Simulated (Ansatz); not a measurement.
**BiP: relaxing a made-up structure**

This structure for BiP is made up. Its elements were placed in a known structure type with a cell scaled to their sizes. What cell does the guess relax to, and how far off was it?

Method: DFT, PBE, plane-wave PAW, files of the set soft_1, scalar-relativistic, no spin, cell and ions relaxed at zero pressure; PAW set soft_1, in the first sound run; inputs show where later runs differ, in Ansatz 0.2.0.

## Step 1: Set-up

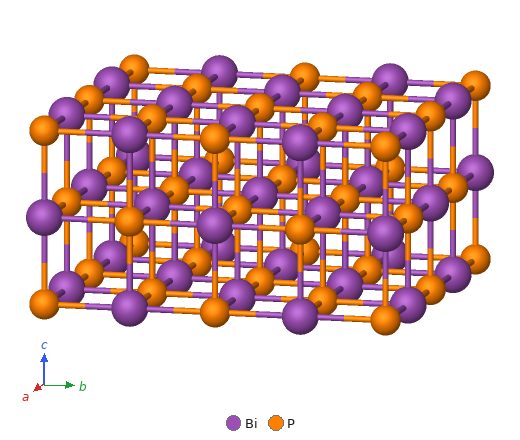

Start, viewed slightly off an axis; bismuth purple, phosphorus orange. 2×2×1 cells are drawn. This picture shows the conventional cell, with its axes. Some periodic images of atoms are drawn too.

## Step 2: Relaxation of the guess

The guess takes its coordinates from another compound and its volume from a rule, so the cell and any free coordinates are relaxed together.

Input file input.yaml:

```yaml
crystal:
  lattice:
    - [0.0, 2.8785, 2.8785]
    - [2.8785, 0.0, 2.8785]
    - [2.8785, 2.8785, 0.0]
  atoms:
    - { symbol: Bi, position: [0.5, 0.5, 0.5] }
    - { symbol: P, position: [0.0, 0.0, 0.0] }
kpoints:
  mp_grid: { grid: [8, 8, 8] }
scf:
  occupations: { method: fermi_dirac, width: 0.05 }
hamiltonian:
  xc: pbe
  pseudopotentials: { kind: paw, azcp: { folder: soft_1 } }
relax:
  f_tol: 0.015
  max_steps: 70
  cell: {}
output:
  forces: true
  stress: true
```

Launch:

```bash
$ ansatz run input.yaml --threads 4 --pin off --max-ram 8192MiB --backend cpu --events-out ev --progress --plain --runs-dir out
```

Numbers of over 12 decimals in the logs are rounded to 6 here.

The program printed:

```text
Engine: ansatz 0.2.0, x86_64-unknown-linux-gnu
Pseudopotentials: kind: paw
Pseudopotential: Bi, paw, valence charge 15, recommended cutoff 420 eV (normal), soft_1/Bi.paw.azcp
Pseudopotential: P, paw, valence charge 5, recommended cutoff 420 eV (normal), soft_1/P.paw.azcp
Functional definition: PBE
  parameter kappa = 0.804
  parameter beta = 0.066725
  exchange = pbe_x(kappa = kappa, mu = beta*pi^2/3)
  correlation = pbe_c(beta = beta)
Crystal: 2 atoms, lattice volume = 47.701 Å³
Basis set: ecut = 420 eV, 941 PW (Γ), exchange–correlation on 60×60×60 points (8 copies of the dense FFT grid, shifted against one another)
Bands: 14, of which v1, the nominal top of the filled ones, is band 10 counted from 1 (9 counted from 0)
Symmetry: 48 space group operations
Space group: Fm-3m (ITA 225), of the structure as read, at distance tolerance 3.6e-5 Å
k-points: 29 of 512
Non-local potential: Bi, projectors of the file, l = 0: 2, l = 1: 2, l = 2: 2, l = 3: 1
Non-local potential: P, projectors of the file, l = 0: 2, l = 1: 2, l = 2: 1
PAW form: soft (Blöchl's): semilocal exchange-correlation on the pseudo side does not see the compensation charge
PAW one-centre angular grid: Bi, 590 points (default); XC on 64 Gauss nodes
PAW one-centre angular grid: P, 110 points (default); XC on 64 Gauss nodes
Initial density: superposition of atomic densities (chi_scale 0.1, normalization cell, long waves kept (reshape's long-wave potential 0.00 eV rms))
Initial wavefunctions: pseudopotential atomic-orbital guess
Functional: x = pbe(κ = 0.804, μ = 0.219515), c = pbe(β = 0.066725)
SCF iter   1: F=—  HF=-13154.926391 eV  |F-HF|=—  |Δ(HF+E_count)|=         —  Δρ=3.15e-2  dr2=9.82e-1  ethr=3.10e-3  ⟨swp⟩=6.4  Hψ=2602  notcnv=0
preconditioner: auto → Kerker (q_TF=auto, 2.360 Å⁻¹)  [metal: Δε(μ)=0.014 eV  Ē_g=17.942 eV  σ=0.050 eV  W_gap=0.07  n_scr=14 (ndim 8)  ℏωp=24.0 eV  f_vac=0.000  D(μ)=0.16/eV (n_scr^D=0)]
SCF iter   2: F=—  HF=-13154.721658 eV  |F-HF|=—  |Δ(HF+E_count)|=   2.05e-1  Δρ=1.63e-2  dr2=2.39e-1  ethr=3.10e-3  ⟨swp⟩=2.0  Hψ=749  notcnv=0
SCF iter   3: F=—  HF=-13154.670690 eV  |F-HF|=—  |Δ(HF+E_count)|=   5.10e-2  Δρ=3.55e-3  dr2=4.63e-3  ethr=1.19e-3  ⟨swp⟩=2.2  Hψ=601  notcnv=0
SCF iter   4: F=—  HF=-13154.672646 eV  |F-HF|=—  |Δ(HF+E_count)|=   1.96e-3  Δρ=6.02e-4  dr2=2.10e-4  ethr=2.32e-5  ⟨swp⟩=2.1  Hψ=617  notcnv=0
SCF iter   5: F=—  HF=-13154.672819 eV  |F-HF|=—  |Δ(HF+E_count)|=   1.73e-4  Δρ=1.77e-4  dr2=2.59e-5  ethr=1.05e-6  ⟨swp⟩=2.5  Hψ=632  notcnv=0
SCF iter   6: F=—  HF=-13154.672823 eV  |F-HF|=—  |Δ(HF+E_count)|=   4.38e-6  Δρ=6.04e-5  dr2=2.10e-6  ethr=1.29e-7  ⟨swp⟩=2.1  Hψ=700  notcnv=0
SCF iter   7: F=-13154.672824 eV  HF=-13154.672824 eV  |F-HF|=1.72e-9  |Δ(HF+E_count)|=   9.34e-7  Δρ=8.97e-6  dr2=4.13e-8  ethr=5.00e-10  ⟨swp⟩=4.0  Hψ=1746  notcnv=0
SCF 1 converged in 7 iterations: F = -13154.672824 eV  dr2 = 4.13e-8
  greatest PAW one-centre occupation: 0.989 electrons in one spin orbital (limit 2), on the Bi atom at site 0 (counted from 0), in its partial waves of l = 2
relax step   1: F+E_penalty+E_count = -13154.67282396 eV  Δ(F+E_penalty+E_count) = +0.000e0 eV  max|allowed force component| = 2.173e-29 eV/Å  Δτ_max = 0.0000 Å  P = +3.706 GPa  Ω = 47.701 Å³  (7 SCF iters, dr2 threshold 1.00e-7 eV, accepted)
Crystal: 2 atoms, lattice volume = 52.565 Å³
Basis set: ecut = 420 eV, 965 PW (Γ), exchange–correlation on 60×60×60 points (8 copies of the dense FFT grid, shifted against one another)
Initial density: handed on by an earlier stage of this run
Initial wavefunctions: those handed on with the density
iter 1 solved again at ethr=4.84e-5 eV; its pass at ethr=3.10e-3 eV (dr2=9.68e-3 eV) is discarded
SCF iter   1: F=—  HF=-13154.674088 eV  |F-HF|=—  |Δ(HF+E_count)|=         —  Δρ=3.03e-3  dr2=9.69e-3  ethr=4.84e-5  ⟨swp⟩=2.0  Hψ=3150  notcnv=0
preconditioner: auto → Kerker (q_TF=auto, 2.322 Å⁻¹)  [metal: Δε(μ)=0.105 eV  Ē_g=9.153 eV  σ=0.050 eV  W_gap=0.44  n_scr=14 (ndim 8)  ℏωp=16.2 eV  f_vac=0.000  D(μ)=0.38/eV (n_scr^D=0)]
SCF iter   2: F=—  HF=-13154.672701 eV  |F-HF|=—  |Δ(HF+E_count)|=   1.39e-3  Δρ=1.72e-3  dr2=2.77e-3  ethr=4.84e-5  ⟨swp⟩=1.0  Hψ=406  notcnv=0
SCF iter   3: F=—  HF=-13154.672743 eV  |F-HF|=—  |Δ(HF+E_count)|=   4.16e-5  Δρ=6.18e-4  dr2=3.35e-4  ethr=1.38e-5  ⟨swp⟩=1.4  Hψ=454  notcnv=0
SCF iter   4: F=—  HF=-13154.672873 eV  |F-HF|=—  |Δ(HF+E_count)|=   1.31e-4  Δρ=9.76e-5  dr2=4.41e-6  ethr=1.67e-6  ⟨swp⟩=2.2  Hψ=538  notcnv=0
SCF iter   5: F=—  HF=-13154.672874 eV  |F-HF|=—  |Δ(HF+E_count)|=   1.15e-6  Δρ=2.26e-5  dr2=2.14e-7  ethr=2.20e-8  ⟨swp⟩=2.7  Hψ=667  notcnv=0
SCF iter   6: F=-13154.672875 eV  HF=-13154.672875 eV  |F-HF|=1.21e-8  |Δ(HF+E_count)|=   6.82e-7  Δρ=3.89e-6  dr2=6.72e-9  ethr=1.00e-9  ⟨swp⟩=4.9  Hψ=1327  notcnv=0
SCF 2 converged in 6 iterations: F = -13154.672875 eV  dr2 = 6.72e-9
relax step   2: F+E_penalty+E_count = -13154.67287509 eV  Δ(F+E_penalty+E_count) = -5.113e-5 eV  max|allowed force component| = 1.824e-29 eV/Å  Δτ_max = 0.0000 Å  P = -3.112 GPa  Ω = 52.565 Å³  energy of the carried Pulay correction = -3.801e-4 eV  (6 SCF iters, dr2 threshold 2.00e-7 eV, accepted)
Crystal: 2 atoms, lattice volume = 50.227 Å³
iter 1 solved again at ethr=1.03e-5 eV; its pass at ethr=3.10e-3 eV (dr2=2.07e-3 eV) is discarded
SCF iter   1: F=—  HF=-13154.698790 eV  |F-HF|=—  |Δ(HF+E_count)|=         —  Δρ=1.43e-3  dr2=2.00e-3  ethr=1.03e-5  ⟨swp⟩=2.0  Hψ=3150  notcnv=0
preconditioner: auto → Kerker (q_TF=auto, 2.340 Å⁻¹)  [metal: Δε(μ)=0.030 eV  Ē_g=18.093 eV  σ=0.050 eV  W_gap=0.15  n_scr=14 (ndim 8)  ℏωp=23.4 eV  f_vac=0.000  D(μ)=0.40/eV (n_scr^D=0)]
SCF iter   2: F=—  HF=-13154.698455 eV  |F-HF|=—  |Δ(HF+E_count)|=   3.36e-4  Δρ=7.94e-4  dr2=5.61e-4  ethr=1.00e-5  ⟨swp⟩=1.0  Hψ=406  notcnv=0
SCF iter   3: F=—  HF=-13154.698423 eV  |F-HF|=—  |Δ(HF+E_count)|=   3.21e-5  Δρ=2.67e-4  dr2=5.74e-5  ethr=2.81e-6  ⟨swp⟩=1.7  Hψ=461  notcnv=0
SCF iter   4: F=—  HF=-13154.698442 eV  |F-HF|=—  |Δ(HF+E_count)|=   1.91e-5  Δρ=4.17e-5  dr2=7.89e-7  ethr=2.87e-7  ⟨swp⟩=2.4  Hψ=531  notcnv=0
SCF iter   5: F=-13154.698444 eV  HF=-13154.698444 eV  |F-HF|=9.84e-8  |Δ(HF+E_count)|=   1.78e-6  Δρ=1.02e-5  dr2=4.13e-8  ethr=1.00e-9  ⟨swp⟩=5.0  Hψ=1497  notcnv=0
SCF 3 converged in 5 iterations: F = -13154.698444 eV  dr2 = 4.13e-8
relax step   3: F+E_penalty+E_count = -13154.69844373 eV  Δ(F+E_penalty+E_count) = -2.557e-2 eV  max|allowed force component| = 9.631e-30 eV/Å  Δτ_max = 0.0000 Å  P = -0.256 GPa  Ω = 50.227 Å³  energy of the carried Pulay correction = -2.021e-4 eV  (5 SCF iters, dr2 threshold 2.00e-7 eV, accepted)
Crystal: 2 atoms, lattice volume = 50.050 Å³
iter 1 solved again at ethr=6.94e-8 eV; its pass at ethr=3.10e-3 eV (dr2=1.39e-5 eV) is discarded
SCF iter   1: F=—  HF=-13154.698607 eV  |F-HF|=—  |Δ(HF+E_count)|=         —  Δρ=1.09e-4  dr2=1.16e-5  ethr=6.94e-8  ⟨swp⟩=3.0  Hψ=2951  notcnv=0
preconditioner: auto → Kerker (q_TF=auto, 2.342 Å⁻¹)  [metal: Δε(μ)=0.042 eV  Ē_g=18.109 eV  σ=0.050 eV  W_gap=0.21  n_scr=14 (ndim 8)  ℏωp=23.5 eV  f_vac=0.000  D(μ)=0.44/eV (n_scr^D=0)]
SCF iter   2: F=—  HF=-13154.698605 eV  |F-HF|=—  |Δ(HF+E_count)|=   2.07e-6  Δρ=6.26e-5  dr2=3.45e-6  ethr=5.79e-8  ⟨swp⟩=1.0  Hψ=407  notcnv=0
SCF iter   3: F=—  HF=-13154.698605 eV  |F-HF|=—  |Δ(HF+E_count)|=   9.58e-8  Δρ=2.30e-5  dr2=4.36e-7  ethr=1.73e-8  ⟨swp⟩=1.3  Hψ=424  notcnv=0
SCF iter   4: F=-13154.698605 eV  HF=-13154.698605 eV  |F-HF|=6.04e-9  |Δ(HF+E_count)|=   1.64e-7  Δρ=3.37e-6  dr2=6.09e-9  ethr=8.17e-10  ⟨swp⟩=5.0  Hψ=1337  notcnv=0
SCF 4 converged in 4 iterations: F = -13154.698605 eV  dr2 = 6.09e-9
relax step   4: F+E_penalty+E_count = -13154.69860541 eV  Δ(F+E_penalty+E_count) = -1.617e-4 eV  max|allowed force component| = 1.692e-29 eV/Å  Δτ_max = 0.0000 Å  P = -0.010 GPa  Ω = 50.050 Å³  energy of the carried Pulay correction = -1.882e-4 eV  (4 SCF iters, dr2 threshold 1.63e-7 eV, accepted)
Initial wavefunctions: pseudopotential atomic-orbital guess (no wavefunctions were taken with the density)
iter 1 solved again at ethr=1.64e-7 eV; its pass at ethr=3.10e-3 eV (dr2=3.27e-5 eV) is discarded
SCF iter   1: F=—  HF=-13154.698688 eV  |F-HF|=—  |Δ(HF+E_count)|=         —  Δρ=1.73e-4  dr2=4.26e-7  ethr=1.64e-7  ⟨swp⟩=4.4  Hψ=4028  notcnv=0
preconditioner: auto → Kerker (q_TF=auto, 2.342 Å⁻¹)  [metal: Δε(μ)=0.043 eV  Ē_g=18.110 eV  σ=0.050 eV  W_gap=0.21  n_scr=14 (ndim 8)  ℏωp=23.5 eV  f_vac=0.000  D(μ)=0.44/eV (n_scr^D=0)]
SCF iter   2: F=—  HF=-13154.698782 eV  |F-HF|=—  |Δ(HF+E_count)|=   9.40e-5  Δρ=8.76e-5  dr2=1.10e-7  ethr=2.13e-9  ⟨swp⟩=2.2  Hψ=592  notcnv=0
SCF iter   3: F=—  HF=-13154.698817 eV  |F-HF|=—  |Δ(HF+E_count)|=   3.47e-5  Δρ=3.79e-6  dr2=1.03e-9  ethr=5.50e-10  ⟨swp⟩=2.1  Hψ=647  notcnv=0
SCF iter   4: F=—  HF=-13154.698817 eV  |F-HF|=—  |Δ(HF+E_count)|=   4.93e-8  Δρ=6.54e-7  dr2=1.27e-10  ethr=5.16e-12  ⟨swp⟩=2.2  Hψ=594  notcnv=0
SCF iter   5: F=-13154.698817 eV  HF=-13154.698817 eV  |F-HF|=1.64e-11  |Δ(HF+E_count)|=   1.20e-9  Δρ=1.26e-7  dr2=8.96e-12  ethr=1.00e-12  ⟨swp⟩=6.7  Hψ=1814  notcnv=0
SCF 5 converged in 5 iterations: F = -13154.698817 eV  dr2 = 8.96e-12
relax step   5: F+E_penalty+E_count = -13154.69881710 eV  Δ(F+E_penalty+E_count) = -2.117e-4 eV  max|allowed force component| = 1.058e-29 eV/Å  Δτ_max = 0.0000 Å  P = -0.007 GPa  Ω = 50.050 Å³  stress off target by 6.65e-3 GPa  SCF on the basis re-selected at this cell (its energy is not comparable with the rows above)  (5 SCF iters)
basis re-selected at this cell: Δ(F+E_penalty+E_count) = -2.117e-4 eV, ΔP = +0.003 GPa vs the last step (what re-selecting the basis moved, of the pressure what is left beyond the Pulay correction that the steps carried, after the strain that the cell walked since its last selection, with what the two solves' SCF thresholds leave and, on support functions, any second-order correction that the steps lacked; it is no m [...]
SCF converged after 5 iterations
Free energy (F): -13154.698817 eV
Harris-Foulkes:  -13154.698817 eV  (|F-HF|=1.64e-11)
Internal energy: -13154.695307 eV  (E = F + TS)
E sigma→0 (E₀):  -13154.697062 eV
Entropy (-TS):   -0.003511 eV (-1.755 meV/atom)
Fermi energy:    10.042549 eV
--- Per-component energies (eV) ---
  E_band       = -88.363368
  E_kinetic    = 319.030267
  E_local      = -1360.669287  (includes V_loc(G=0)·N_el)
  E_nonlocal   = 441.305466
  E_hartree    = 501.787242
  E_xc         = -224.176318
  E_vxc        = -191.578299  (∫ρ·V_xc dr)
  E_paw        = -11220.097347  (= ΣΔE_a)
  E_vpaw       = -300.026150  (= ΣTr[D̂ρ^β])
  E_aug_tail   = 0.000205  (compensation charges beyond the density's cutoff)
  E_ewald      = -1611.875535
  E_smearing   = -0.003511  (= −TS)
  E_closure    = 0.000000  (closes the sum)
  Σ components = -13154.698817   (vs F -13154.698817, Δ=0.00e0)
--- Forces (eV/Å), atoms counted from 1 ---
  atom   1  Bi     0.00000000     0.00000000     0.00000000
  atom   2  P     -0.00000000     0.00000000    -0.00000000
  max |Σ_I F_I| component: 2.09e-29 eV/Å
--- Stress (GPa, compression-positive) ---
       -0.006654      -0.000000      -0.000000
       -0.000000      -0.006654      -0.000000
       -0.000000      -0.000000      -0.006654
  P = ⅓ Tr σ = -0.0067 GPa (-0.067 kbar)
--- Relaxed structure (4 steps of the walk, 4 accepted, 1 SCFs on fresh bases) ---
  F+E_penalty+E_count = -13154.69881710 eV   max|allowed force component| = 1.058e-29 eV/Å   (the final SCF, on the basis selected at the relaxed cell)
  cell:  # Å, volume = 50.0498 Å³
    - [0, 2.924987, 2.924987]
    - [2.924987, 0, 2.924987]
    - [2.924987, 2.924987, 0]
  atoms:
    - { symbol: Bi, position: [0.5, 0.5, 0.5] }
    - { symbol: P, position: [0, 0, 0] }
```

The job ended after 1.2 s (4 threads of Intel Xeon Platinum 8488C (Sapphire Rapids), shared host; peak memory 0.39 GiB).

The steps of the relaxation:

| step | energy less that of the first step (eV) | largest force component (eV/Å) | pressure (GPa) | volume (Å³) |
| --- | --- | --- | --- | --- |
| 1 | 0.0000 | 0.0000 | 3.71 | 47.70 |
| 2 | -0.0001 | 0.0000 | -3.11 | 52.57 |
| 3 | -0.0256 | 0.0000 | -0.26 | 50.23 |
| 4 | -0.0258 | 0.0000 | -0.01 | 50.05 |
| 5* | -0.0260 | 0.0000 | -0.01 | 50.05 |

Relaxation steps marked * repeat the geometry before them on a plane-wave basis chosen anew for their cell, so energy and pressure can jump there.

The run keeps the 48 symmetry operations that it works with, so distortions that break them were not tested.

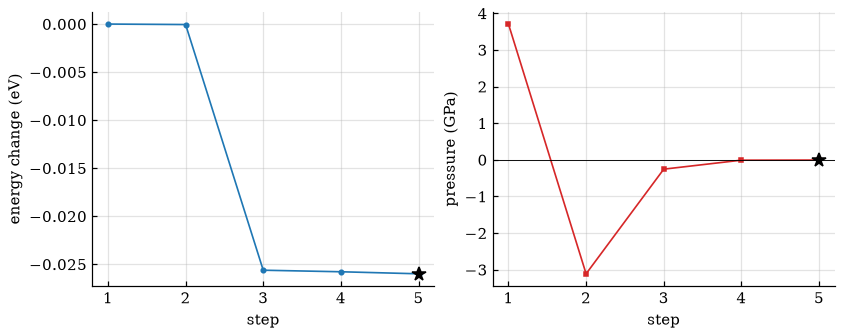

Energy and pressure along the relaxation. Stars mark steps on a basis chosen anew.

| conventional cell, symmetrised | before | after | change |
| --- | --- | --- | --- |
| a (Å) | 5.757 | 5.850 | +1.6 % |
| b (Å) | 5.757 | 5.850 | +1.6 % |
| c (Å) | 5.757 | 5.850 | +1.6 % |
| volume (Å³/atom) | 23.85 | 25.02 | +4.9 % |

The relaxed structure:

```xyz
2
Lattice="0.0000 2.9250 2.9250 2.9250 0.0000 2.9250 2.9250 2.9250 0.0000" Properties=species:S:1:pos:R:3 pbc="T T T"
Bi    2.9250    2.9250    2.9250
P     0.0000    0.0000    0.0000
```

This step gave:

| Property | Result |
| --- | --- |
| free energy | -13154.6988 eV |
| energy at zero smearing | -13154.6971 eV |
| smearing term TS | 0.003511 eV |
| Fermi energy | 10.04 eV |
| gap by band count | 0.04293 eV |
| electrons | 20 |
| symmetry operations | 48 |
| pressure | -0.006654 GPa |

The shortest distance of each pair, which need not be the same contact before and after:

| pair | guess (Å) | relaxed (Å) |
| --- | --- | --- |
| Bi–P | 2.878 | 2.925 |
| Bi–Bi | 4.071 | 4.137 |
| P–P | 4.071 | 4.137 |

The relaxation ends with a pressure of -0.01 GPa.

(Continued in part 2 of 2.)

[Logs are printed without paths, hosts, clocks, repeated set-up lines and the standing remarks that a program may print on its own settings, such as how far it seeks lower states.]

[Hosts, paths, dates, database ids (printed as entryN), source tags and the programs' standing remarks are cut or masked in the printed files.]
